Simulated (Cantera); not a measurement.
Charge: 1 mol SiCl₄, a varied amount of N₂, at 2123 K and 0.0140 bar.

Cantera equilibrium calculation (NASA polynomials, part measured and part estimated; ideal gas, pure solids and liquids). Candidate condensed phases: Si, Si₃N₄; 13 gas species. The tables' values for SiCl₃, SiCl are old estimates; treat these amounts as uncertain. Rates play no part.

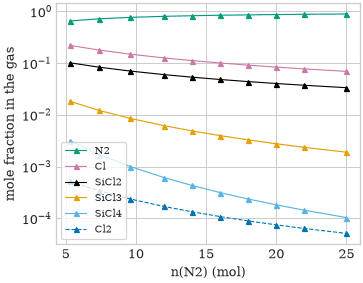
*Equilibrium gas composition (values under 1e-9 drawn at 1e-9)*

Problem. Read off the mole fractions at 9.6 mol N₂.

Solution. N₂ about 0.77, Cl about 0.15, SiCl₂ about 0.071, SiCl₃ about 0.0086, SiCl₄ about 0.0010, Cl₂ about 0.00024.
